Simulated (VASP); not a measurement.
Band structure of Mg$_{2}$SeS (space group P-4m2). Method: LDA (Ceperley-Alder, Perdew-Zunger), VASP's LDA PAW potentials (set 64) (plane waves; VASP).

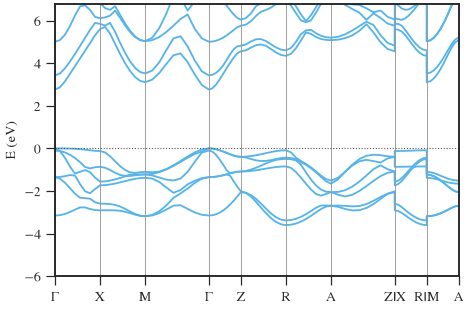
Bands along high-symmetry lines, zero at the valence-band maximum or, without a gap, the Fermi level

Read the plot: is there a gap, and where are the band edges?

The gap is direct, 2.76 eV, from the valence maximum at Γ to the conduction minimum at Γ. (Edges off the drawn lines would not show.)

The structure comes from a computed database's Mg2SeS entry (P-4m2); how it stands against other phases isn't given here. It was relaxed first.
